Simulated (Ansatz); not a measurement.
**La (dhcp type, space group P6_3/mmc), scan of one atom of the cell**

La (dhcp type, space group P6_3/mmc)

```xyz
4
Lattice="3.7704 0.0000 0.0000 -1.8852 3.2652 0.0000 0.0000 0.0000 12.0810" Properties=species:S:1:pos:R:3 pbc="T T T"
La     0.0000     0.0000     0.0000
La     0.0000     0.0000     6.0405
La     0.0000     2.1768     3.0203
La     1.8852     1.0884     9.0608
```

Scan: atom 3 (La, nearest neighbour La at 3.723 Å; its periodic images, 3.8 Å or more away, move with it) is displaced towards the nearest neighbour, direction (-0.506, 0.292, -0.811) in Cartesian axes, by s. The other atoms stay.

Method: PBE (plane waves to 420 eV, PAW, scalar-relativistic; Ansatz, a quantum-chemistry and plane-wave program). k mesh 11×11×3 (Γ-centred), Fermi-Dirac smearing 0.05 eV. E stands for the smeared free energy. Left out: 1 of 11 points, with atoms too close for the PAW data. With partly filled bands, energies and forces of such displacements shift with the k mesh and the smearing. La is run without spin polarisation. La was relaxed with its symmetry unable to fall. The PAW data are Ansatz's earlier set. ΔE is measured from the undisplaced structure.

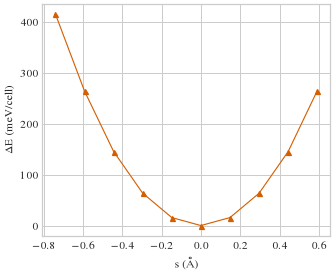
Fig. 1. ΔE (meV/cell) against s (Å); one marker a computed point.

The energy at s = 0.592 Å comes out as 264 meV/cell and the force along the line at s = -0.740 Å is 1.12 eV/Å. The force constant k = d²E/ds² at s = 0 (finite differences) is 1.43 eV/Å². Harmonic estimate at the end of the scan: ½ks² = 250 meV/cell against the computed 264 meV/cell, so the well is stiffer than harmonic there. Shape of the curve: a single well with its minimum at or next to zero displacement.

The forces along the line at the two nearest points give (0.213 − (-0.212)) / (2·0.148) = 1.44 eV/Å²; the next pair corrects for the finite step.

(A displaced cell: forces are minus the slopes of the energy, force constants its curvatures, and phonons follow from these.)
